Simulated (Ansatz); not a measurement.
Consider H$_{2}$SbSi (doublet).

Input file:

```
crystal:
  periodic: [false, false, false]
  atoms:
    - symbol: Sb
      position_ang: [0.709946, -1.109446, 0.981954]
    - symbol: Si
      position_ang: [-0.333483, 0.368376, -0.585400]
    - symbol: H
      position_ang: [0.784614, 0.123353, 2.178194]
    - symbol: H
      position_ang: [-0.687507, -0.171355, -1.949507]
basis:
  gaussian:
    orbitals: def2-TZVPD
magnetization:
  spin_polarized: true
  initial_magnetization: 1
hamiltonian:
  xc: pbe0
output: {forces: true, orbitals: {seedname: orbitals}}
```

Launched as:

```sh
ansatz run input.yaml --threads 1 --pin off --max-ram 2610MiB --events-out events.jsonl --progress --plain --runs-dir runs
```

Geometry: r2SCAN-D4/def2-SVP; core potentials replace the inner electrons of Sb.

The calculation used Ansatz 0.2.0, isolated molecule in a Gaussian basis; Kohn-Sham density functional theory, functional PBE0.

### Predict the electron density, electron localisation function and spin density between the atoms.

Si–Sb (2.39 Å): ρ at the midpoint is about 0.59 e/Å³; the ELF peaks at about 0.80 in the valence shell of Si, 1.0 Å from its nucleus, and drops to about 0.20 between the two atoms.
Si–H (1.51 Å): ρ is about 0.78 e/Å³ halfway; the ELF climbs to about 1 towards the hydrogen, as it does in any bond to H.
Sb–H (1.72 Å): ρ at the midpoint is about 1.1 e/Å³; the ELF climbs to about 1 towards the hydrogen.
The unpaired spin (1 electron) lies mostly on Si2 (about 0.8) and Sb1 (about 0.1), in electrons by Hirshfeld's partition.

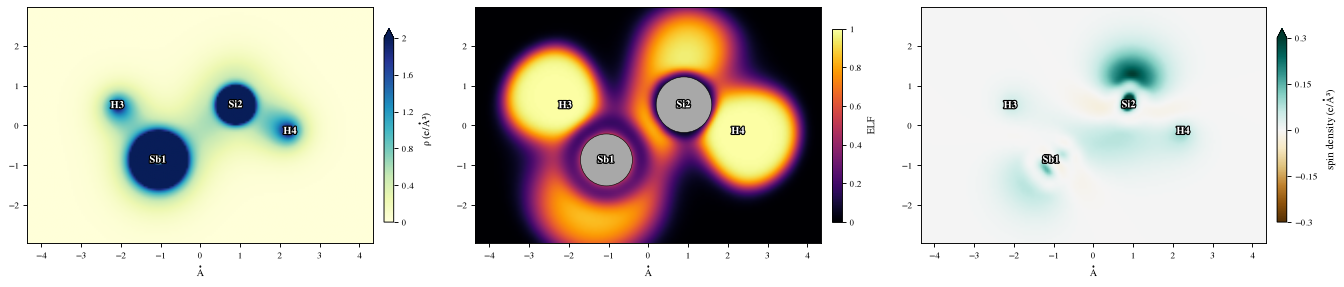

Computed electron density, electron localisation function and spin density on the molecular plane, in this order. Grey discs cover the atomic cores in the ELF map. 
